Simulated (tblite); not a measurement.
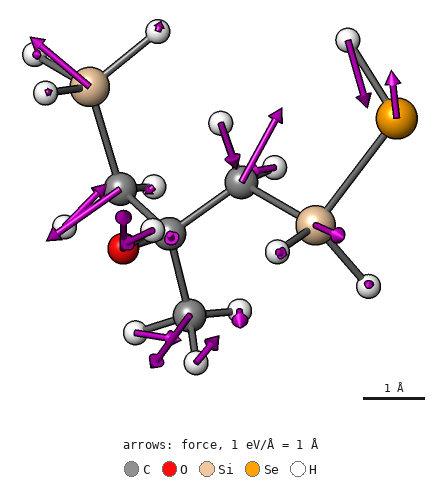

Starting geometry of C$_{4}$H$_{14}$OSeSi$_{2}$ with the computed forces as purple arrows. Style: ball-and-stick. Shown at a tilt.

All numbers below come from tblite, GFN2-xTB geometry optimisation, gas phase. 

> Is this structure relaxed? If not, where do the atoms go?

It isn't relaxed: the largest force vector, on a C atom, is 1.55 eV/Å. The final displacements have little in common with the starting forces (cosine between the two patterns 0.18). The largest move after the best rigid fit is that of an H atom, 1.84 Å. Largest moves by element: H 1.84 Å, Se 0.75 Å, Si 0.75 Å, O 0.52 Å, C 0.42 Å. Near-neighbour distances that change, for instance: O–Si 3.229 → 2.516 Å, H–Se 1.532 → 1.431 Å, C–Si 1.851 → 1.901 Å, C–H 1.129 → 1.093 Å. Among the angles between lasting bonds that change: Si–Se–H 110.5° → 97.5°, C–C–Si 115.7° → 106.0°, O–C–C 112.3° → 103.7°. Groups turn about C–O by about 155°, C–C by about 35°, C–C by about 30°. After 272 geometry steps the energy has fallen by 19.3 kcal/mol. Cost: 2.6 s on 1 thread of Arm Neoverse V2, on a shared host.
